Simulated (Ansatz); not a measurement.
## HBr: geometry relaxation

HBr, computed with RKS PBE0-D4/def2-TZVP (Ansatz 0.2.0).

Figures and captions count atoms from 1; the log counts them from 0 in places.

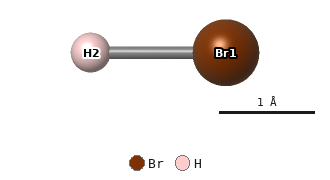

*The input geometry (ball-and-stick view, seen on its broad side; atoms are numbered from 1 in the order of the input).*

Input file:
```yaml
crystal:
  periodic: [false, false, false]
  atoms:
    - {symbol: Br, position_ang: [1.898682, -0.222229, -0.023063]}
    - {symbol: H, position_ang: [1.979559, 1.127358, -0.473775]}
basis:
  gaussian: {orbitals: def2-TZVP}
hamiltonian: {xc: pbe0, dispersion: d4}
relax: {f_tol: 0.005, max_steps: 200}
```

Run as:
```bash
ansatz run in.yaml --threads 4 --pin off --events-out ev --progress --plain --max-ram 9574MiB
```

The program's output:
```
Functional definition: PBE0
  name "PBE0"
  cite "Adamo & Barone, J. Chem. Phys. 110, 6158 (1999) doi:10.1063/1.478522"
  cite "Perdew, Burke & Ernzerhof, Phys. Rev. Lett. 77, 3865 (1996) doi:10.1103/PhysRevLett.77.3865"
  parent pbe
  parameter a = 0.25
  parameter kappa = 0.804
  parameter beta = 0.06672455060314922
  exchange = (1 - a)*pbe_x(kappa = kappa, mu = beta*pi^2/3) + a*exact_x
  correlation = pbe_c(beta = beta)
457 factors; their error is unknown
mean field evaluation 1: about -70054.0298 eV, gradient 6.5e0 eV
mean field evaluation 2: about -70054.0960 eV, gradient 3.6e0 eV
mean field evaluation 4: about -70054.1320 eV, gradient 7.0e-2 eV
mean field evaluation 8: about -70054.5725 eV, gradient 6.8e-3 eV
mean field -70054.57250632 eV, -2574.4580549125 hartree, gradient 2.1e-5 eV, S^2 0.000000; 0 other end points of the search recorded, 0 dependent functions left out
the calculation of the forces begins
reference -70054.57252360 eV, -2574.4580555476 hartree; 18, 18 occupied and 36, 36 virtual orbitals, 457 factors
relax step   1: F+E_penalty+E_count = -70054.57802717 eV  Δ(F+E_penalty+E_count) = +0.000e0 eV  max|allowed force component| = 1.123e-1 eV/Å  Δτ_max = 0.0000 Å  (24 SCF iters, accepted)
these checks for a lower state are left out or cut short: starts, cluster_reference, orbital_swaps, neighbouring_geometries, increment
457 factors; their error is unknown
mean field evaluation 16: about -70054.1322 eV, gradient 1.5e-4 eV
mean field -70054.57277326 eV, -2574.4580647224 hartree, gradient 9.2e-6 eV, S^2 0.000000; 0 other end points of the search recorded, 0 dependent functions left out
the calculation of the forces begins
reference -70054.57279054 eV, -2574.4580653574 hartree; 18, 18 occupied and 36, 36 virtual orbitals, 457 factors
relax step   2: F+E_penalty+E_count = -70054.57829285 eV  Δ(F+E_penalty+E_count) = -2.657e-4 eV  max|allowed force component| = 2.005e-2 eV/Å  Δτ_max = 0.0019 Å  (29 SCF iters, accepted)
these checks for a lower state are left out or cut short: starts, cluster_reference, orbital_swaps, neighbouring_geometries, increment
457 factors; their error is unknown
mean field -70054.57278216 eV, -2574.4580650495 hartree, gradient 9.1e-6 eV, S^2 0.000000; 0 other end points of the search recorded, 0 dependent functions left out
the calculation of the forces begins
reference -70054.57279944 eV, -2574.4580656843 hartree; 18, 18 occupied and 36, 36 virtual orbitals, 457 factors
relax step   3: F+E_penalty+E_count = -70054.57830148 eV  Δ(F+E_penalty+E_count) = -8.627e-6 eV  max|allowed force component| = 7.980e-5 eV/Å  Δτ_max = 0.0004 Å  (29 SCF iters, accepted)
457 factors; their error is unknown
mean field evaluation 32: about -70054.1322 eV, gradient 1.2e-4 eV
```

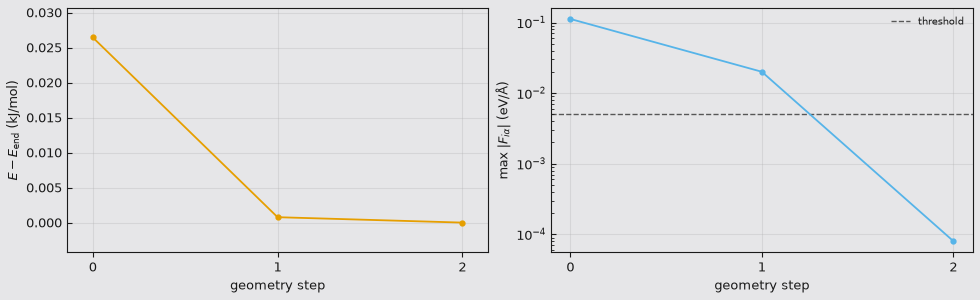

*Progress of the relaxation, step by step (the first geometry is step 0 here and step 1 in the log).*

The atoms keep their places after the best rigid fit (all moves are under 0.005 Å). Among the contacts that change: Br1–H2 1.425 → 1.421 Å. The energy falls by 0.03 kJ/mol in 2 geometry steps. The largest force component goes from 0.11 to under 0.0001 eV/Å. (Atoms are counted from 1 in the order of the input.)

```
mean field -70054.57278216 eV, -2574.4580650495 hartree, gradient 9.1e-6 eV, S^2 0.000000; 1 other end points of the search recorded, 0 dependent functions left out
the calculation of the forces begins
reference -70054.57279944 eV, -2574.4580656843 hartree; 18, 18 occupied and 36, 36 virtual orbitals, 457 factors
Total energy: -70054.57831875 eV, -2574.4582685156 hartree
Atom 0 at     1.898813    -0.220046    -0.023792 Å, force    -0.000005    -0.000080     0.000027 eV/Å
Atom 1 at     1.979428     1.125175    -0.473046 Å, force     0.000005     0.000080    -0.000027 eV/Å
Dipole moment:     0.011256     0.187822    -0.062726 e Å
```

Trajectory as extended XYZ (Å, eV, eV/Å), 3 frames, from step=1 to step=3:
```
2
Properties=species:S:1:pos:R:3:forces:R:3 step=1 energy=-70054.57803
Br    1.8987   -0.2222   -0.0231    0.0067   0.1123  -0.0375
H     1.9796    1.1274   -0.4738   -0.0067  -0.1123   0.0375
2
Properties=species:S:1:pos:R:3:forces:R:3 step=2 energy=-70054.57829
Br    1.8988   -0.2204   -0.0237    0.0012   0.0200  -0.0067
H     1.9795    1.1256   -0.4732   -0.0012  -0.0200   0.0067
2
Properties=species:S:1:pos:R:3:forces:R:3 step=3 energy=-70054.57830
Br    1.8988   -0.2200   -0.0238    0.0000  -0.0001   0.0000
H     1.9794    1.1252   -0.4730    0.0000   0.0001   0.0000
```

Key numbers:

| quantity | value |
| --- | --- |
| outcome | converged |
| total energy | −70054.5783 eV |
| mean-field energy | −70054.5728 eV |
| dispersion energy | −0.0055 eV |
| SCF solution under orbital rotations | stable |
| largest force (length of the vector) at the end | under 0.001 eV/Å |
| dipole moment | 0.95 D |
| hardware | 4 threads of Arm Neoverse N1, 23 GiB of memory available, shared host |
| wall time | 1.4 s (CPU time 4.5 s) |
| peak memory | 0.4 GiB |
